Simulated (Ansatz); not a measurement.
A series of calculations on SiH$_{5}$SO

Part 1: Relaxation

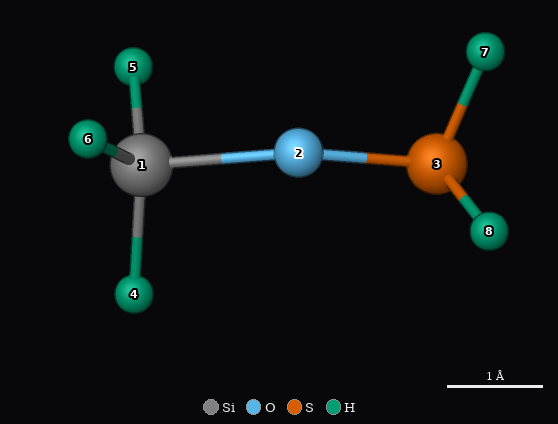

SiH5SO (charge +1), before the relaxation. Style: ball-and-stick. Shown at a tilt.

The run prepares an end point of a later path (inversion) calculation, from a guessed geometry.

All numbers below come from Ansatz, RKS PBE-D4/def2-SVPD.

The input:
```yaml
crystal:
  periodic: [false, false, false]
  atoms:
    - { symbol: Si, position_ang: [-0.7999, 1.05305, -0.56496] }
    - { symbol: O, position_ang: [0.13669, -0.10017, 0.36889] }
    - { symbol: S, position_ang: [0.8987, -1.44219, 0.17518] }
    - { symbol: H, position_ang: [-1.90549, 0.25912, -1.08446] }
    - { symbol: H, position_ang: [0.13781, 1.50816, -1.58338] }
    - { symbol: H, position_ang: [-1.04222, 1.90948, 0.58199] }
    - { symbol: H, position_ang: [2.09346, -1.10102, 0.78235] }
    - { symbol: H, position_ang: [0.48095, -2.08643, 1.3244] }
total_charge: 1
basis:
  gaussian: { orbitals: def2-SVPD }
hamiltonian:
  xc: pbe
  dispersion: d4
relax:
  f_tol: 0.015
  max_steps: 40
output:
  orbitals: {}
```

Launched with:
```bash
ansatz run input.yaml --threads 2 --pin off --max-ram 3072MiB --backend cpu --events-out ev --progress --plain --runs-dir out
```

Q: Where does the relaxation end?

A: H6 moves most after the best rigid fit: 0.29 Å. By element the largest moves are H 0.29 Å, O 0.27 Å, S 0.07 Å, Si 0.04 Å. Among the contacts that change: Si1–O2 1.755 → 1.816 Å, O2–S3 1.555 → 1.610 Å, Si1–H4 1.457 → 1.492 Å, Si1–H6 1.452 → 1.487 Å. Bond angles that change, for instance: Si1–O2–S3 139.7° → 123.4°, O2–Si1–H6 93.2° → 98.8°, H4–Si1–H6 118.5° → 116.0°. Over 5 geometry steps the energy falls by 4.73 kcal/mol. Largest force component: 1 eV/Å at the start, 0.0081 eV/Å at the end. Cost: 12 s on 2 threads of Arm Neoverse V1, with other jobs on the host, peak memory 0.14 GiB.

The structure at the end:

```xyz
8

Si   -0.7842    1.0480   -0.5234
O     0.1688   -0.0002    0.6129
S     0.8678   -1.3805    0.1683
H    -1.8714    0.1662   -1.0402
H     0.1921    1.4676   -1.5708
H    -1.2018    2.1026    0.4376
H     2.1363   -1.2043    0.6958
H     0.4925   -2.1994    1.2199
```

After the run, drawn alike:

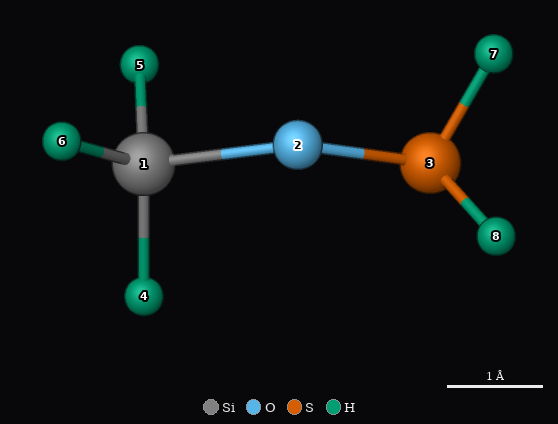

Part 2: Relaxation

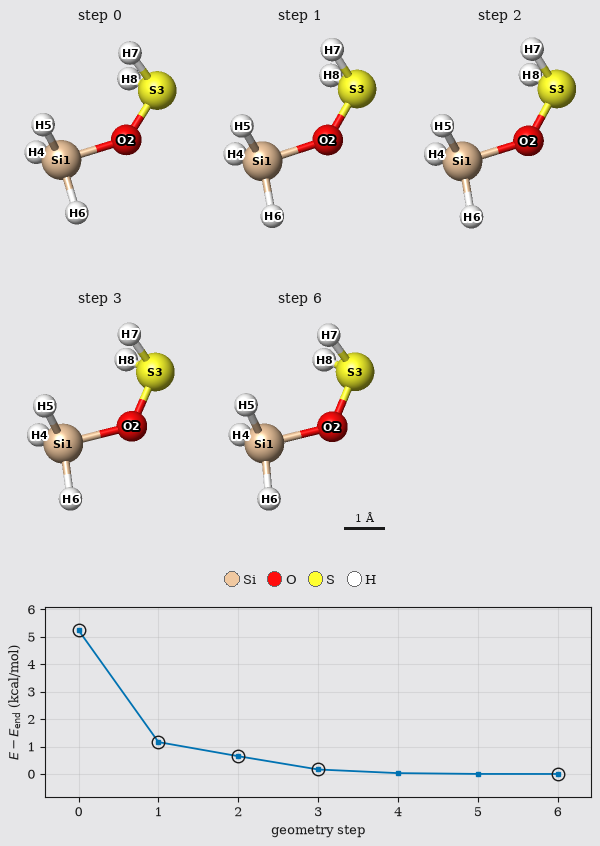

Frames of a relaxation of SiH5SO (charge +1), marked on the history of the run. The picture is a ball-and-stick view, seen from a free direction.

The run prepares an end point of a later path (inversion) calculation, from a guessed geometry.

Method: RKS PBE-D4/def2-SVPD (Ansatz 0.2.0).

Input
```yaml
crystal:
  periodic: [false, false, false]
  atoms:
    - { symbol: Si, position_ang: [-0.7999, 1.05305, -0.56496] }
    - { symbol: O, position_ang: [0.13669, -0.10017, 0.36889] }
    - { symbol: S, position_ang: [0.8987, -1.44219, 0.17518] }
    - { symbol: H, position_ang: [-1.90549, 0.25912, -1.08446] }
    - { symbol: H, position_ang: [0.13781, 1.50816, -1.58338] }
    - { symbol: H, position_ang: [-1.04222, 1.90948, 0.58199] }
    - { symbol: H, position_ang: [1.52403, -1.16328, -1.02635] }
    - { symbol: H, position_ang: [-0.08875, -2.14872, -0.48515] }
total_charge: 1
basis:
  gaussian: { orbitals: def2-SVPD }
hamiltonian:
  xc: pbe
  dispersion: d4
relax:
  f_tol: 0.015
  max_steps: 40
output:
  orbitals: {}
```

Command:
```bash
ansatz run input.yaml --threads 2 --pin off --max-ram 3072MiB --backend cpu --events-out ev --progress --plain --runs-dir out
```

What happens along the run?

After 6 geometry steps the energy has fallen by 5.24 kcal/mol. Largest force component: 1.4 eV/Å at the start, 0.0024 eV/Å at the end. H6 moves most after the best rigid fit: 0.22 Å. Largest moves by element: H 0.22 Å, O 0.19 Å, S 0.08 Å, Si 0.08 Å. Among the contacts that change: Si1–O2 1.755 → 1.805 Å, O2–S3 1.555 → 1.599 Å, Si1–H4 1.457 → 1.495 Å, Si1–H6 1.452 → 1.486 Å. Bond angles that change, for instance: Si1–O2–S3 139.7° → 126.8°, O2–Si1–H6 93.2° → 100.9°, O2–S3–H7 99.0° → 103.8°. Cost: 14 s on 2 threads of Arm Neoverse V1, on a shared host, peak memory 0.14 GiB. From step 0 to 1: H6 moves most (0.15 Å), energy −4.08 kcal/mol. From step 1 to 2: O2 moves most (0.03 Å), energy −0.51 kcal/mol. From step 2 to 3: H8 moves most (0.12 Å), energy −0.48 kcal/mol. From step 3 to 6: H8 moves most (0.05 Å), energy −0.16 kcal/mol.

| step | E − E(0), kcal/mol | largest force component, eV/Å |
| --- | --- | --- |
| 0 | 0.00 | 1.3749 |
| 1 | -4.08 | 0.6729 |
| 2 | -4.59 | 0.3834 |
| 3 | -5.08 | 0.3593 |
| 4 | -5.21 | 0.1055 |
| 5 | -5.24 | 0.0205 |
| 6 | -5.24 | 0.0024 |

Part 3: Path

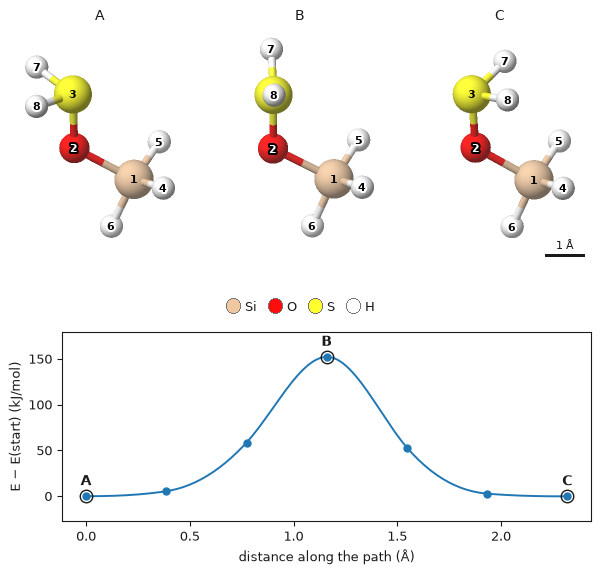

NEB run on SiH5SO (charge +1). Images are numbered from 0 (start) to 6 (end). Frames A to C are images 0, 3, 6. The picture is a ball-and-stick view, seen from a free direction.

The calculation used RKS PBE-D4/def2-SVPD in Ansatz.

Input file:
```yaml
crystal:
  periodic: [false, false, false]
  atoms:
    - { symbol: Si, position_ang: [-0.784139, 1.047973, -0.52347] }
    - { symbol: O, position_ang: [0.168587, -0.00025, 0.612975] }
    - { symbol: S, position_ang: [0.867915, -1.380422, 0.168307] }
    - { symbol: H, position_ang: [-1.871053, 0.166067, -1.040863] }
    - { symbol: H, position_ang: [0.192423, 1.467922, -1.570426] }
    - { symbol: H, position_ang: [-1.202331, 2.102345, 0.437526] }
    - { symbol: H, position_ang: [2.136203, -1.204053, 0.696308] }
    - { symbol: H, position_ang: [0.492394, -2.199583, 1.219653] }
total_charge: 1
basis:
  gaussian: { orbitals: def2-SVPD }
hamiltonian:
  xc: pbe
  dispersion: d4
neb:
  order_check: false
  images: 5
  f_tol: 0.05
  max_iterations: 60
  initial_path: idpp
  final_atoms:
    - { symbol: Si, position_ang: [-0.67955932, 0.92416841, -0.40958386] }
    - { symbol: O, position_ang: [0.15488388, 0.20941001, 1.02285774] }
    - { symbol: S, position_ang: [0.99714004, -1.14953897, 1.0615282] }
    - { symbol: H, position_ang: [-1.62879329, -0.14928577, -0.83668563] }
    - { symbol: H, position_ang: [0.42616799, 1.1433987, -1.39161109] }
    - { symbol: H, position_ang: [-1.28197105, 2.1407647, 0.19432245] }
    - { symbol: H, position_ang: [1.83194369, -1.05452509, -0.04672375] }
    - { symbol: H, position_ang: [0.18018705, -2.06439298, 0.40590594] }
```

Run as
```bash
ansatz run input.yaml --threads 2 --pin off --max-ram 3072MiB --backend cpu --events-out ev --progress --plain --runs-dir out
```

Q: Read off the barrier and say what moves.

A: The motion is an umbrella inversion at S3. No bond forms or breaks between the ends. Among the angles between lasting bonds that change up to the highest image: H7–S3–H8 92.0° → 120.1°, O2–S3–H8 100.3° → 119.9°. The two ends have nearly the same energy, and the highest point, image 3, lies 152.2 kJ/mol above the start. The band converged in 6 iterations, with a climbing image at the top.

Cost: 58 s on 2 threads of Arm Neoverse V1, with other jobs on the host, peak memory 0.14 GiB.
